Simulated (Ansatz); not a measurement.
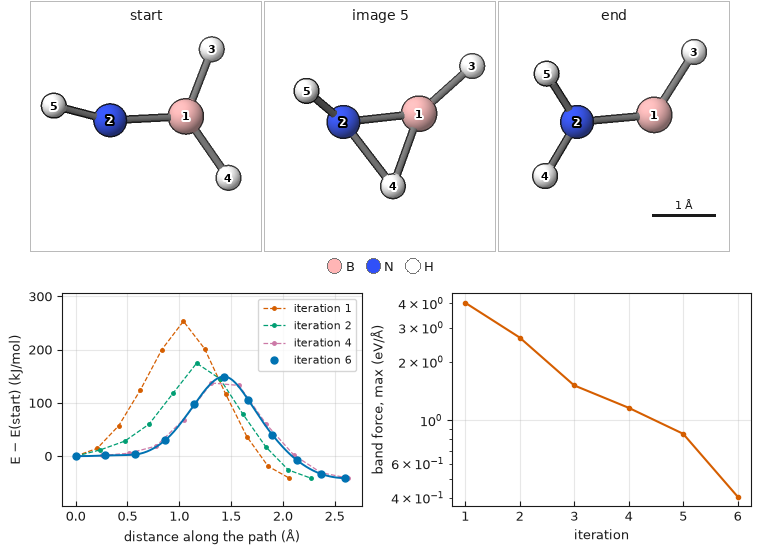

A search for the minimum-energy path of BNH₃ (multiplicity 2) by the nudged elastic band. Images are numbered from 0 (start) to 10 (end). The plot follows the band through its iterations. Style: ball-and-stick. Shown at a tilt.

All numbers below come from UKS PBE0-D4/def2-TZVP in Ansatz.

Input
```yaml
crystal:
  periodic: [false, false, false]
  atoms:
    - { symbol: B, position_ang: [-0.309547, -0.370974, -0.091865] }
    - { symbol: "N", position_ang: [0.522008, 0.6629, -0.021302] }
    - { symbol: H, position_ang: [-0.362638, -1.138376, 0.842686] }
    - { symbol: H, position_ang: [-1.00154, -0.554222, -1.059247] }
    - { symbol: H, position_ang: [1.201517, 1.326872, 0.288227] }
magnetization:
  spin_polarized: true
  initial_magnetization: 1
basis:
  gaussian: { orbitals: def2-TZVP }
hamiltonian:
  xc: pbe0
  dispersion: d4
neb:
  order_check: false
  images: 9
  f_tol: 0.5
  max_iterations: 60
  final_atoms:
    - { symbol: B, position_ang: [-0.4118147, -0.78841056, 0.28720077] }
    - { symbol: "N", position_ang: [0.04810519, 0.31722566, -0.38575796] }
    - { symbol: H, position_ang: [-0.05352777, -1.13115582, 1.37480757] }
    - { symbol: H, position_ang: [-0.27592229, 0.57741654, -1.30284392] }
    - { symbol: H, position_ang: [0.74295957, 0.95112419, -0.01490746] }
  initial_path:
    images:
      - { positions_ang: [[-0.309547, -0.370974, -0.091865], [0.522008, 0.6629, -0.021302], [-0.362638, -1.138376, 0.842686], [-1.00154, -0.554222, -1.059247], [1.201517, 1.326872, 0.288227]] }
      - { positions_ang: [[-0.33995746, -0.39874846, -0.04314558], [0.51716327, 0.62532713, -0.11042391], [-0.33394514, -1.14373997, 0.88629291], [-0.91866847, -0.44180308, -1.0585966], [1.1252078, 1.28516438, 0.28437217]] }
      - { positions_ang: [[-0.37036792, -0.42652292, 0.00557385], [0.51231853, 0.58775425, -0.19954581], [-0.30525228, -1.14910394, 0.92989981], [-0.83579693, -0.32938415, -1.05794619], [1.04889859, 1.24345676, 0.28051735]] }
      - { positions_ang: [[-0.40077837, -0.45429738, 0.05429327], [0.5074738, 0.55018138, -0.28866772], [-0.27655941, -1.15446791, 0.97350672], [-0.7529254, -0.21696523, -1.05729579], [0.97258939, 1.20174914, 0.27666252]] }
      - { positions_ang: [[-0.43118883, -0.48207185, 0.10301269], [0.50262907, 0.5126085, -0.37778963], [-0.24786655, -1.15983188, 1.01711362], [-0.67005387, -0.10454631, -1.05664539], [0.89628019, 1.16004153, 0.2728077]] }
      - { positions_ang: [[-0.46159929, -0.50984631, 0.15173212], [0.49778433, 0.47503563, -0.46691153], [-0.21917369, -1.16519585, 1.06072053], [-0.58718234, 0.00787262, -1.05599499], [0.81997098, 1.11833391, 0.26895287]] }
      - { positions_ang: [[-0.45164237, -0.56555916, 0.17882585], [0.4078485, 0.44347363, -0.45068082], [-0.18604451, -1.15838784, 1.12353794], [-0.52493033, 0.1217814, -1.10536477], [0.8045687, 1.08489196, 0.21218081]] }
      - { positions_ang: [[-0.44168545, -0.62127201, 0.20591958], [0.31791268, 0.41191164, -0.43445011], [-0.15291532, -1.15157984, 1.18635535], [-0.46267832, 0.23569019, -1.15473456], [0.78916642, 1.05145002, 0.15540874]] }
      - { positions_ang: [[-0.43172854, -0.67698486, 0.23301331], [0.22797685, 0.38034965, -0.41821939], [-0.11978614, -1.14477183, 1.24917276], [-0.40042631, 0.34959897, -1.20410435], [0.77376413, 1.01800807, 0.09863667]] }
      - { positions_ang: [[-0.42177162, -0.73269771, 0.26010704], [0.13804102, 0.34878765, -0.40198868], [-0.08665695, -1.13796383, 1.31199017], [-0.3381743, 0.46350776, -1.25347413], [0.75836185, 0.98456613, 0.04186461]] }
      - { positions_ang: [[-0.4118147, -0.78841056, 0.28720077], [0.04810519, 0.31722566, -0.38575796], [-0.05352777, -1.13115582, 1.37480757], [-0.27592229, 0.57741654, -1.30284392], [0.74295957, 0.95112419, -0.01490746]] }
```

Run as
```bash
ansatz run input.yaml --threads 2 --pin off --max-ram 3072MiB --backend cpu --events-out ev --progress --plain --runs-dir out
```

**Judge this run.**

The run met only a loose threshold, so the barrier can't be trusted yet. The band converged in 6 iterations. The largest component of the band force went from 4 to 0.41 eV/Å. The climbing image converged on the top of the path. Its curvatures weren't checked. The force threshold is so loose that the height of the top is at best an upper bound. The first iteration put the highest image at 253.4 kJ/mol. The energy climbs by 149.6 kJ/mol to image 5 and then falls by 190.8 kJ/mol, so the end point sits at −41.2 kJ/mol.
